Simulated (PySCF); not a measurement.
Consider C4H6F4Si.

```xyz
15

C    -2.1042   -0.5969    0.1390
C    -0.6525   -0.8933   -0.0219
C     0.3174    0.0253   -0.0203
C    -0.0058    1.4829    0.1595
F     1.1375    2.2397    0.1404
Si    2.1135   -0.4253   -0.2474
F     2.2697   -1.9970   -0.4282
F     3.0667   -0.0683    0.9666
F     2.8121    0.1939   -1.5277
H    -2.2712    0.1590    0.9041
H    -2.5112   -0.2127   -0.7972
H    -2.6533   -1.4959    0.4031
H    -0.3880   -1.9305   -0.1656
H    -0.6439    1.8548   -0.6509
H    -0.4912    1.6725    1.1245
```

Geometry: GFN2-xTB.

These are results of wB97X-D/def2-SVPD, SCF density, gas phase (PySCF 2.14.0), not measurements.

What will maps of the electron density and electron localisation function show?

Answer. C–C (1.34 Å): ρ at the midpoint is about 2.3 e/Å³; the ELF peaks at about 0.90 between the atoms (a short, multiple covalent bond).
C–F (1.37 Å): ρ is about 2.1 e/Å³ halfway, with its minimum of 1.6 e/Å³ about 0.5 Å from C; the ELF peaks at about 0.85 between the atoms: a polar covalent bond.
Si–F (1.59 Å): the density is about 1.1 e/Å³ at the midpoint; the ELF peaks at about 0.85 in the valence shell of F, 0.6 Å from its nucleus, and is about 0.50 at the midpoint.
C–Si (1.87 Å): the density is about 1 e/Å³ at the midpoint; the ELF peaks at about 1 between the atoms: a shared electron pair.

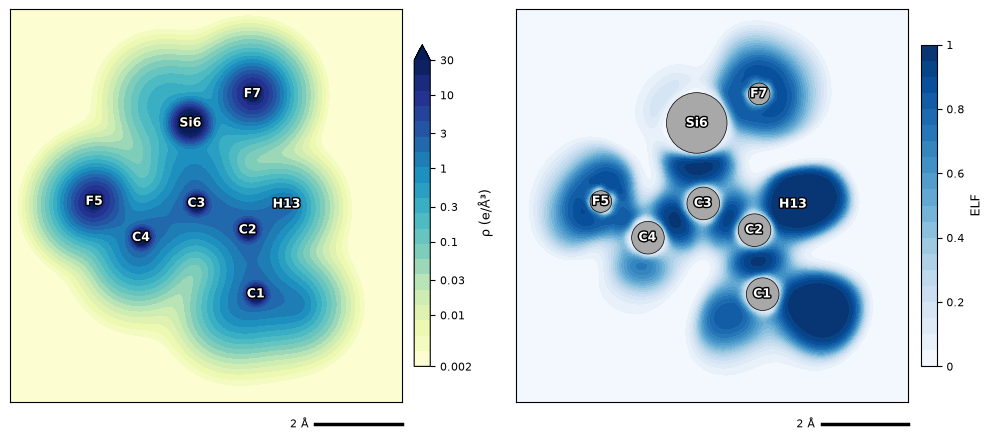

Computed electron density and electron localisation function on the plane of atoms C2, C3 and Si6, in this order. Grey discs cover the atomic cores in the ELF map. 
